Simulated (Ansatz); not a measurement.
**The perfect Ge wire along [100], 9 atoms a period, H-terminated**

What gap, if any, does the Ge wire along [100], 9 atoms a period, H-terminated have, and how does it change with the functional and under strain?

Program: Ansatz 0.2.0. Level of theory: DFT PBE, plane waves, PAW; relaxation of a wire's period; PAW set soft_1, in the first sound run; inputs show where later runs differ. Results are calculated unless marked as measured.

### Step 1. Set-up

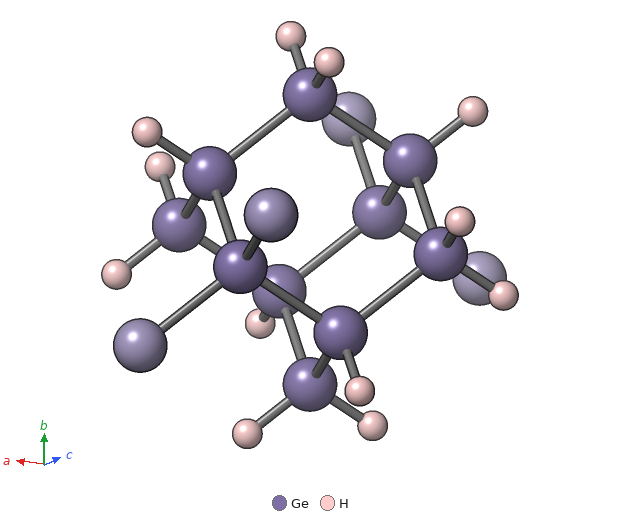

The cell as given, at a slant to the c axis (germanium purple, hydrogen pink). Some periodic images of atoms are drawn too.

The cell holds 21 atoms: 9 Ge and 12 H. Its edges and angles: a = 14.361 Å, b = 14.361 Å, c = 5.760 Å, α = 90.0°, β = 90.0°, γ = 90.0°. Vacuum lies along a and b. The structure's axis is c.

### Step 2. Relaxing the period

Band widths follow the bond lengths, so the wire is relaxed first. The atoms and the third cell vector are free; the box across stays fixed as vacuum. A Fermi-Dirac smearing is set since the result may be a metal. The pressure printed is a third of the stress's trace over the whole box, vacuum included; only the stress along the axis is relaxed.

The input, input.yaml:

```yaml
crystal:
  lattice:
    - [14.361, 0.0, 0.0]
    - [0.0, 14.361, 0.0]
    - [0.0, 0.0, 5.76]
  atoms:
    - { symbol: Ge, position: [0.500011588, 0.500011588, 0.0] }
    - { symbol: H, position: [0.337023884, 0.337023884, 0.093634302] }
    - { symbol: H, position: [0.662999293, 0.662999293, 0.093634302] }
    - { symbol: Ge, position: [0.399740019, 0.399740019, 0.25] }
    - { symbol: Ge, position: [0.600283157, 0.600283157, 0.25] }
    - { symbol: H, position: [0.236752315, 0.562727724, 0.343634302] }
    - { symbol: H, position: [0.437295453, 0.763270861, 0.343634302] }
    - { symbol: H, position: [0.562727724, 0.236752315, 0.343634302] }
    - { symbol: H, position: [0.763270861, 0.437295453, 0.343634302] }
    - { symbol: Ge, position: [0.299468451, 0.500011588, 0.5] }
    - { symbol: Ge, position: [0.500011588, 0.299468451, 0.5] }
    - { symbol: Ge, position: [0.500011588, 0.700554726, 0.5] }
    - { symbol: Ge, position: [0.700554726, 0.500011588, 0.5] }
    - { symbol: H, position: [0.236752315, 0.437295453, 0.656365698] }
    - { symbol: H, position: [0.437295453, 0.236752315, 0.656365698] }
    - { symbol: H, position: [0.562727724, 0.763270861, 0.656365698] }
    - { symbol: H, position: [0.763270861, 0.562727724, 0.656365698] }
    - { symbol: Ge, position: [0.399740019, 0.600283157, 0.75] }
    - { symbol: Ge, position: [0.600283157, 0.399740019, 0.75] }
    - { symbol: H, position: [0.337023884, 0.662999293, 0.906365698] }
    - { symbol: H, position: [0.662999293, 0.337023884, 0.906365698] }
kpoints:
  mp_grid: { grid: [1, 1, 14] }
scf:
  occupations: { method: fermi_dirac, width: 0.05 }
hamiltonian:
  xc: pbe
  pseudopotentials: { kind: paw, azcp: { folder: soft_1 } }
relax:
  cell: { fix: [a, b, alpha, beta, gamma] }
  max_steps: 45
  f_tol: 0.03
```

Run with:

```sh
$ ansatz run input.yaml --threads 4 --pin off --max-ram 16384MiB --backend cpu --events-out ev --progress --plain --runs-dir out
```

Numbers of over 12 decimals in the logs are rounded to 6 here.

The log of the run:

```text
Engine: ansatz 0.2.0, aarch64-unknown-linux-gnu
Pseudopotentials: kind: paw
Pseudopotential: Ge, paw, valence charge 14, recommended cutoff 420 eV (normal), soft_1/Ge.paw.azcp
Pseudopotential: H, paw, valence charge 1, recommended cutoff 420 eV (normal), soft_1/H.paw.azcp
Functional definition: PBE
  parameter kappa = 0.804
  parameter beta = 0.066725
  exchange = pbe_x(kappa = kappa, mu = beta*pi^2/3)
  correlation = pbe_c(beta = beta)
Crystal: 21 atoms, lattice volume = 1187.933 Å³
Basis set: ecut = 420 eV, 23151 PW (Γ), exchange–correlation on 192×192×80 points (8 copies of the dense FFT grid, shifted against one another)
Bands: 90, of which v1, the nominal top of the filled ones, is band 69 counted from 1 (68 counted from 0)
Symmetry: 8 space group operations
Space group: P-42m (ITA 111), of the structure as read, at distance tolerance 1.1e-4 Å
k-points: 8 of 14
Non-local potential: Ge, projectors of the file, l = 0: 2, l = 1: 2, l = 2: 3, l = 3: 1
Non-local potential: H, projectors of the file, l = 0: 2, l = 1: 1
PAW form: soft (Blöchl's): semilocal exchange-correlation on the pseudo side does not see the compensation charge
PAW one-centre angular grid: Ge, 590 points (default); XC on 64 Gauss nodes
PAW one-centre angular grid: H, 110 points (default); XC on 64 Gauss nodes
Initial density: superposition of atomic densities (neutral atoms: chi_scale 0, normalization atom)
Initial wavefunctions: pseudopotential atomic-orbital guess
Functional: x = pbe(κ = 0.804, μ = 0.219515), c = pbe(β = 0.066725)
SCF iter   1: F=—  HF=-38845.674253 eV  |F-HF|=—  |Δ(HF+E_count)|=         —  Δρ=3.14e-2  dr2=9.81e0  ethr=3.10e-3  ⟨swp⟩=7.1  Hψ=3098  notcnv=0  defer=12
preconditioner: auto → Resta (q_TF=auto, 1.906 Å⁻¹)  ε∞=1.6  [insulator: Δε(μ)=3.711 eV  Ē_g=9.626 eV  σ=0.050 eV  W_gap=1.00  n_scr=134 (ndim 8)  ℏωp=7.5 eV  f_vac=0.640  D(μ)=0.00/eV (n_scr^D=0)  ε∞_Penn≈1.6  vacuum switching on, ρ_ref=6.7e-3 e/Å³]
SCF iter   2: F=—  HF=-38843.317909 eV  |F-HF|=—  |Δ(HF+E_count)|=    2.36e0  Δρ=1.35e-2  dr2=2.08e0  ethr=3.10e-3  ⟨swp⟩=3.0  Hψ=1084  notcnv=0  defer=108
SCF iter   3: F=—  HF=-38842.815783 eV  |F-HF|=—  |Δ(HF+E_count)|=   5.02e-1  Δρ=2.66e-3  dr2=3.06e-1  ethr=1.51e-3  ⟨swp⟩=4.0  Hψ=969  notcnv=0  defer=108
SCF iter   4: F=—  HF=-38842.746446 eV  |F-HF|=—  |Δ(HF+E_count)|=   6.93e-2  Δρ=1.04e-3  dr2=8.16e-3  ethr=2.22e-4  ⟨swp⟩=3.1  Hψ=971  notcnv=0  defer=110
SCF iter   5: F=—  HF=-38842.749800 eV  |F-HF|=—  |Δ(HF+E_count)|=   3.35e-3  Δρ=2.82e-4  dr2=1.37e-3  ethr=5.91e-6  ⟨swp⟩=2.0  Hψ=960  notcnv=0  defer=110
SCF iter   6: F=—  HF=-38842.749899 eV  |F-HF|=—  |Δ(HF+E_count)|=   9.92e-5  Δρ=5.81e-5  dr2=5.54e-5  ethr=9.90e-7  ⟨swp⟩=2.0  Hψ=1162  notcnv=0  defer=110
SCF iter   7: F=—  HF=-38842.750088 eV  |F-HF|=—  |Δ(HF+E_count)|=   1.88e-4  Δρ=1.82e-5  dr2=3.46e-6  ethr=4.02e-8  ⟨swp⟩=2.0  Hψ=1230  notcnv=0  defer=110
SCF iter   8: F=—  HF=-38842.750093 eV  |F-HF|=—  |Δ(HF+E_count)|=   5.69e-6  Δρ=6.70e-6  dr2=3.97e-7  ethr=2.51e-9  ⟨swp⟩=2.0  Hψ=1162  notcnv=0  defer=110
SCF iter   9: F=-38842.750094 eV  HF=-38842.750094 eV  |F-HF|=5.75e-10  |Δ(HF+E_count)|=   7.64e-7  Δρ=1.42e-6  dr2=2.42e-8  ethr=7.25e-11  ⟨swp⟩=5.0  Hψ=2196  notcnv=0
SCF 1 converged in 9 iterations: F = -38842.750094 eV  dr2 = 2.42e-8
  greatest PAW one-centre occupation: 0.998 electrons in one spin orbital (limit 2), on the Ge atom at site 9 (counted from 0), in its partial waves of l = 2
relax step   1: F+E_penalty+E_count = -38842.75009410 eV  Δ(F+E_penalty+E_count) = +0.000e0 eV  max|allowed force component| = 2.655e-1 eV/Å  Δτ_max = 0.0000 Å  P = -0.533 GPa  Ω = 1187.933 Å³  fix = [a, b, alpha, beta, gamma]  reactions: a -0.545, b -0.545 GPa  (9 SCF iters, dr2 threshold 1.00e-7 eV, accepted)
Crystal: 21 atoms, lattice volume = 1188.705 Å³
Basis set: ecut = 420 eV, 23199 PW (Γ), exchange–correlation on 192×192×80 points (8 copies of the dense FFT grid, shifted against one another)
Initial density: handed on by an earlier stage of this run
Initial wavefunctions: those handed on with the density
iter 1 solved again at ethr=1.02e-4 eV; its pass at ethr=3.10e-3 eV (dr2=1.41e-1 eV) is discarded
SCF iter   1: F=—  HF=-38842.837435 eV  |F-HF|=—  |Δ(HF+E_count)|=         —  Δρ=5.02e-3  dr2=1.50e-1  ethr=1.02e-4  ⟨swp⟩=3.6  Hψ=3010  notcnv=0
preconditioner: auto → Resta (q_TF=auto, 1.906 Å⁻¹)  ε∞=1.3  [insulator: Δε(μ)=3.734 eV  Ē_g=21.695 eV  σ=0.050 eV  W_gap=1.00  n_scr=134 (ndim 8)  ℏωp=12.7 eV  f_vac=0.694  D(μ)=0.00/eV (n_scr^D=0)  ε∞_Penn≈1.3  vacuum switching on, ρ_ref=3.4e-2 e/Å³]
SCF iter   2: F=—  HF=-38842.821230 eV  |F-HF|=—  |Δ(HF+E_count)|=   1.62e-2  Δρ=2.14e-3  dr2=2.77e-2  ethr=1.02e-4  ⟨swp⟩=3.1  Hψ=1159  notcnv=0
SCF iter   3: F=—  HF=-38842.822239 eV  |F-HF|=—  |Δ(HF+E_count)|=   1.01e-3  Δρ=9.02e-4  dr2=1.25e-2  ethr=2.00e-5  ⟨swp⟩=3.0  Hψ=1182  notcnv=0
SCF iter   4: F=—  HF=-38842.820273 eV  |F-HF|=—  |Δ(HF+E_count)|=   1.97e-3  Δρ=1.30e-4  dr2=2.16e-4  ethr=9.05e-6  ⟨swp⟩=2.2  Hψ=847  notcnv=0
SCF iter   5: F=—  HF=-38842.820525 eV  |F-HF|=—  |Δ(HF+E_count)|=   2.51e-4  Δρ=5.55e-5  dr2=2.80e-5  ethr=1.57e-7  ⟨swp⟩=2.0  Hψ=1299  notcnv=0  defer=1
SCF iter   6: F=-38842.820534 eV  HF=-38842.820534 eV  |F-HF|=2.38e-7  |Δ(HF+E_count)|=   9.20e-6  Δρ=1.58e-5  dr2=1.74e-6  ethr=1.52e-9  ⟨swp⟩=3.0  Hψ=2714  notcnv=0
SCF 2 converged in 6 iterations: F = -38842.820534 eV  dr2 = 1.74e-6
  greatest PAW one-centre occupation: 0.998 electrons in one spin orbital (limit 2), on the Ge atom at site 12 (counted from 0), in its partial waves of l = 2
relax step   2: F+E_penalty+E_count = -38842.82053394 eV  Δ(F+E_penalty+E_count) = -7.044e-2 eV  max|allowed force component| = 2.204e-1 eV/Å  Δτ_max = 0.0916 Å  P = +0.041 GPa  Ω = 1188.705 Å³  energy of the carried Pulay correction = -1.033e-4 eV  fix = [a, b, alpha, beta, gamma]  reactions: a +0.064, b +0.064 GPa  (6 SCF iters, dr2 threshold 2.10e-6 eV, accepted)
Crystal: 21 atoms, lattice volume = 1184.745 Å³
Basis set: ecut = 420 eV, 23127 PW (Γ), exchange–correlation on 192×192×80 points (8 copies of the dense FFT grid, shifted against one another)
iter 1 solved again at ethr=1.45e-5 eV; its pass at ethr=3.10e-3 eV (dr2=2.00e-2 eV) is discarded
SCF iter   1: F=—  HF=-38842.852201 eV  |F-HF|=—  |Δ(HF+E_count)|=         —  Δρ=1.90e-3  dr2=2.10e-2  ethr=1.45e-5  ⟨swp⟩=2.4  Hψ=2859  notcnv=0
preconditioner: auto → Resta (q_TF=auto, 1.907 Å⁻¹)  ε∞=1.7  [insulator: Δε(μ)=3.782 eV  Ē_g=9.222 eV  σ=0.050 eV  W_gap=1.00  n_scr=134 (ndim 8)  ℏωp=7.5 eV  f_vac=0.688  D(μ)=0.00/eV (n_scr^D=0)  ε∞_Penn≈1.7  vacuum switching on, ρ_ref=6.2e-3 e/Å³]
SCF iter   2: F=—  HF=-38842.849007 eV  |F-HF|=—  |Δ(HF+E_count)|=   3.19e-3  Δρ=8.93e-4  dr2=4.07e-3  ethr=1.45e-5  ⟨swp⟩=2.0  Hψ=840  notcnv=0
SCF iter   3: F=—  HF=-38842.848886 eV  |F-HF|=—  |Δ(HF+E_count)|=   1.21e-4  Δρ=1.45e-4  dr2=4.91e-4  ethr=2.95e-6  ⟨swp⟩=2.0  Hψ=912  notcnv=0
SCF iter   4: F=—  HF=-38842.848933 eV  |F-HF|=—  |Δ(HF+E_count)|=   4.74e-5  Δρ=3.38e-5  dr2=1.84e-5  ethr=3.56e-7  ⟨swp⟩=2.9  Hψ=1333  notcnv=0
SCF iter   5: F=-38842.848937 eV  HF=-38842.848937 eV  |F-HF|=4.77e-7  |Δ(HF+E_count)|=   3.96e-6  Δρ=1.11e-5  dr2=1.73e-6  ethr=1.52e-9  ⟨swp⟩=5.0  Hψ=2172  notcnv=0
SCF 3 converged in 5 iterations: F = -38842.848937 eV  dr2 = 1.73e-6
  greatest PAW one-centre occupation: 0.998 electrons in one spin orbital (limit 2), on the Ge atom at site 11 (counted from 0), in its partial waves of l = 2
relax step   3: F+E_penalty+E_count = -38842.84893686 eV  Δ(F+E_penalty+E_count) = -2.840e-2 eV  max|allowed force component| = 2.145e-2 eV/Å  Δτ_max = 0.0392 Å  P = -0.028 GPa  Ω = 1184.745 Å³  energy of the carried Pulay correction = +4.272e-4 eV  fix = [a, b, alpha, beta, gamma]  reactions: a -0.017, b -0.017 GPa  (5 SCF iters, dr2 threshold 2.10e-6 eV, accepted)
Initial wavefunctions: pseudopotential atomic-orbital guess (no wavefunctions were taken with the density)
iter 1 solved again at ethr=7.83e-8 eV; its pass at ethr=3.10e-3 eV (dr2=1.08e-4 eV) is discarded
SCF iter   1: F=—  HF=-38842.848418 eV  |F-HF|=—  |Δ(HF+E_count)|=         —  Δρ=1.15e-5  dr2=1.71e-6  ethr=7.83e-8  ⟨swp⟩=5.0  Hψ=5681  notcnv=0
preconditioner: auto → Resta (q_TF=auto, 1.907 Å⁻¹)  ε∞=1.7  [insulator: Δε(μ)=3.783 eV  Ē_g=9.222 eV  σ=0.050 eV  W_gap=1.00  n_scr=134 (ndim 8)  ℏωp=7.5 eV  f_vac=0.689  D(μ)=0.00/eV (n_scr^D=0)  ε∞_Penn≈1.7  vacuum switching on, ρ_ref=6.2e-3 e/Å³]
SCF iter   2: F=—  HF=-38842.848581 eV  |F-HF|=—  |Δ(HF+E_count)|=   1.63e-4  Δρ=6.03e-6  dr2=3.84e-7  ethr=1.24e-9  ⟨swp⟩=2.0  Hψ=1272  notcnv=0
SCF iter   3: F=—  HF=-38842.848581 eV  |F-HF|=—  |Δ(HF+E_count)|=   1.91e-7  Δρ=3.18e-6  dr2=1.04e-7  ethr=2.78e-10  ⟨swp⟩=2.0  Hψ=1268  notcnv=0
SCF iter   4: F=—  HF=-38842.848582 eV  |F-HF|=—  |Δ(HF+E_count)|=   1.07e-7  Δρ=4.06e-7  dr2=7.06e-9  ethr=7.55e-11  ⟨swp⟩=2.0  Hψ=912  notcnv=0
SCF iter   5: F=—  HF=-38842.848582 eV  |F-HF|=—  |Δ(HF+E_count)|=   1.56e-9  Δρ=1.64e-7  dr2=3.06e-10  ethr=5.12e-12  ⟨swp⟩=2.0  Hψ=1266  notcnv=0
SCF iter   6: F=-38842.848582 eV  HF=-38842.848582 eV  |F-HF|=2.91e-11  |Δ(HF+E_count)|=  7.13e-10  Δρ=3.00e-8  dr2=1.16e-11  ethr=1.00e-12  ⟨swp⟩=4.1  Hψ=2049  notcnv=0
SCF 4 converged in 6 iterations: F = -38842.848582 eV  dr2 = 1.16e-11
relax step   4: F+E_penalty+E_count = -38842.84858154 eV  Δ(F+E_penalty+E_count) = +3.553e-4 eV  max|allowed force component| = 2.119e-2 eV/Å  Δτ_max = 0.0000 Å  P = -0.027 GPa  Ω = 1184.745 Å³  fix = [a, b, alpha, beta, gamma]  reactions: a -0.016, b -0.016 GPa  stress off target by 4.98e-2 GPa on what of the cell is left free  SCF on the basis re-selected at this cell (its energy is not comparable with the rows above)  (6 SCF iters)
basis re-selected at this cell: Δ(F+E_penalty+E_count) = +3.553e-4 eV, ΔP = +0.000 GPa vs the last step (what re-selecting the basis moved, of the pressure what is left beyond the Pulay correction that the steps carried, after the strain that the cell walked since its last selection, with what the two solves' SCF thresholds leave and, on support functions, any second-order correction that the steps lacked; it is no m [...]
SCF converged after 6 iterations
Free energy (F): -38842.848582 eV
Harris-Foulkes:  -38842.848582 eV  (|F-HF|=2.91e-11)
Internal energy: -38842.848582 eV  (E = F + TS)
E sigma→0 (E₀):  -38842.848582 eV
Fermi energy:    -1.813851 eV
--- Per-component energies (eV) ---
  E_band       = -2729.105073
  E_kinetic    = 985.449557
  E_local      = -64273.106213  (includes V_loc(G=0)·N_el)
  E_nonlocal   = 1976.660914
  E_hartree    = 30974.140960
  E_xc         = -742.971867
  E_vxc        = -712.330486  (∫ρ·V_xc dr)
  E_paw        = -18139.264371  (= ΣΔE_a)
  E_vpaw       = -2654.049541  (= ΣTr[D̂ρ^β])
  E_aug_tail   = -0.011059  (compensation charges beyond the density's cutoff)
  E_ewald      = 10376.253498
  E_smearing   = -0.000000  (= −TS)
  E_closure    = -0.000000  (closes the sum)
  Σ components = -38842.848582   (vs F -38842.848582, Δ=0.00e0)
--- Forces (eV/Å), atoms counted from 1 ---
  atom   1  Ge     0.00000000     0.00000000     0.00000000
  atom   2  H      0.01004871     0.01004871     0.02119157
  atom   3  H     -0.01004871    -0.01004871     0.02119157
  atom   4  Ge    -0.00743202    -0.00743202    -0.01869557
  atom   5  Ge     0.00743202     0.00743202    -0.01869557
  atom   6  H      0.00335366    -0.00179239     0.00983011
  atom   7  H      0.00179239    -0.00335366     0.00983011
  atom   8  H     -0.00179239     0.00335366     0.00983011
  atom   9  H     -0.00335366     0.00179239     0.00983011
  atom  10  Ge     0.00174477    -0.00000000     0.00000000
  atom  11  Ge     0.00000000     0.00174477    -0.00000000
  atom  12  Ge     0.00000000    -0.00174477     0.00000000
  atom  13  Ge    -0.00174477    -0.00000000    -0.00000000
  atom  14  H      0.00335366     0.00179239    -0.00983011
  atom  15  H      0.00179239     0.00335366    -0.00983011
  atom  16  H     -0.00179239    -0.00335366    -0.00983011
  atom  17  H     -0.00335366    -0.00179239    -0.00983011
  atom  18  Ge    -0.00743202     0.00743202     0.01869557
  atom  19  Ge     0.00743202    -0.00743202     0.01869557
  atom  20  H      0.01004871    -0.01004871    -0.02119157
  atom  21  H     -0.01004871     0.01004871    -0.02119157
  max |Σ_I F_I| component: 5.20e-18 eV/Å
--- Stress (GPa, compression-positive) ---
       -0.016188       0.000000       0.000000
        0.000000      -0.016188      -0.000000
        0.000000      -0.000000      -0.049836
  P = ⅓ Tr σ = -0.0274 GPa (-0.274 kbar)
--- Relaxed structure (3 steps of the walk, 3 accepted, 1 SCFs on fresh bases) ---
  F+E_penalty+E_count = -38842.84858154 eV   max|allowed force component| = 2.119e-2 eV/Å   (the final SCF, on the basis selected at the relaxed cell)
  cell:  # Å, volume = 1184.7455 Å³
    - [14.361, 0.0, 0.0]
    - [0.0, 14.361, 0]
    - [0.0, 0, 5.744546]
  atoms:
    - { symbol: Ge, position: [0.500012, 0.500012, -1.4341298577850588e-19] }
    - { symbol: H, position: [0.339484, 0.339484, 0.096534] }
    - { symbol: H, position: [0.660540, 0.660540, 0.096534] }
    - { symbol: Ge, position: [0.401935, 0.401935, 0.253003] }
    - { symbol: Ge, position: [0.598088, 0.598088, 0.253003] }
    - { symbol: H, position: [0.239737, 0.561705, 0.346747] }
    - { symbol: H, position: [0.438319, 0.760286, 0.346747] }
    - { symbol: H, position: [0.561705, 0.239737, 0.346747] }
    - { symbol: H, position: [0.760286, 0.438319, 0.346747] }
    - { symbol: Ge, position: [0.303335, 0.500012, 0.5] }
    - { symbol: Ge, position: [0.500012, 0.303335, 0.5] }
    - { symbol: Ge, position: [0.500012, 0.696688, 0.5] }
    - { symbol: Ge, position: [0.696688, 0.500012, 0.5] }
    - { symbol: H, position: [0.239737, 0.438319, 0.653253] }
    - { symbol: H, position: [0.438319, 0.239737, 0.653253] }
    - { symbol: H, position: [0.561705, 0.760286, 0.653253] }
    - { symbol: H, position: [0.760286, 0.561705, 0.653253] }
    - { symbol: Ge, position: [0.401935, 0.598088, 0.746997] }
    - { symbol: Ge, position: [0.598088, 0.401935, 0.746997] }
    - { symbol: H, position: [0.339484, 0.660540, 0.903466] }
    - { symbol: H, position: [0.660540, 0.339484, 0.903466] }
```

It took 75 s on 4 threads of Arm Neoverse V1, shared host; peak memory 2.3 GiB.

The steps of the relaxation:

| step | energy less that of the first step (eV) | largest force component (eV/Å) | pressure (GPa) | volume (Å³) |
| --- | --- | --- | --- | --- |
| 1 | 0.0000 | 0.2655 | -0.53 | 1187.93 |
| 2 | -0.0704 | 0.2204 | 0.04 | 1188.71 |
| 3 | -0.0988 | 0.0215 | -0.03 | 1184.75 |
| 4* | -0.0985 | 0.0212 | -0.03 | 1184.75 |

Relaxation steps marked * repeat the geometry before them on a plane-wave basis chosen anew for their cell, so energy and pressure can jump there.

The run keeps the 8 symmetry operations that it works with, so distortions that break them were not tested.

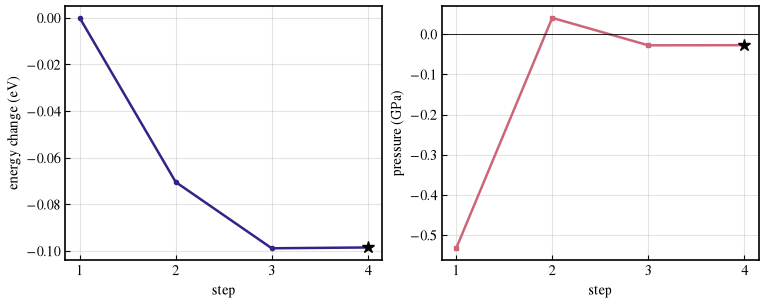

Energy and pressure along the relaxation. Stars mark steps on a basis chosen anew.

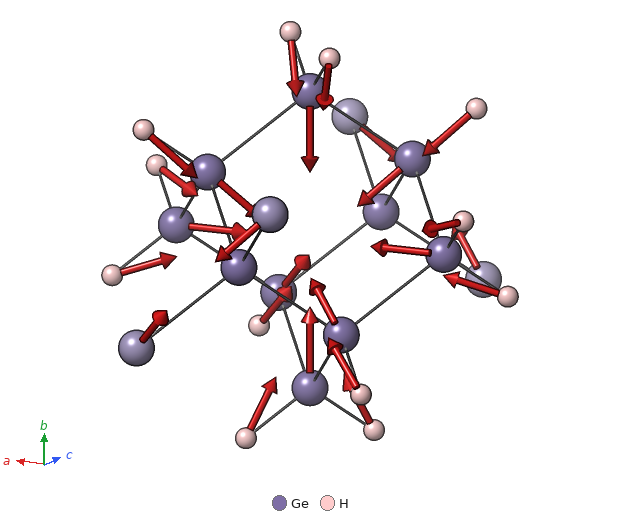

Displacements in the relaxation, exaggerated, measured against the changing cell; the longest in the cell stands for 0.06 Å. Some periodic images of atoms are drawn too.

| cell as run | before | after | change |
| --- | --- | --- | --- |
| c (Å) | 5.760 | 5.745 | -0.3 % |

The atoms that moved most (Å, along periodic axes as changes of fractional coordinates times the final cell, across vacuum about the mean position):

| atom | dx | dy | dz | length |
| --- | --- | --- | --- | --- |
| Ge13 | -0.056 | 0.000 | 0.000 | 0.056 |
| Ge12 | 0.000 | -0.056 | 0.000 | 0.056 |
| Ge10 | 0.056 | 0.000 | 0.000 | 0.056 |
| Ge11 | 0.000 | 0.056 | 0.000 | 0.056 |
| H3 | -0.035 | -0.035 | 0.017 | 0.053 |
| H20 | 0.035 | -0.035 | -0.017 | 0.053 |
| H21 | -0.035 | 0.035 | -0.017 | 0.053 |
| H2 | 0.035 | 0.035 | 0.017 | 0.053 |

This step gave:

| Item | Value |
| --- | --- |
| cell length along the wire | 5.745 Å |

The cell's length comes to 5.745 Å with spin left out.

[end of part 1 of 3]

[Logs are printed without paths, hosts, clocks, repeated set-up lines and the standing remarks that a program may print on its own settings, such as how far it seeks lower states.]

[Hosts, paths, dates, database ids (printed as entryN), source tags and the programs' standing remarks are cut or masked in the printed files.]
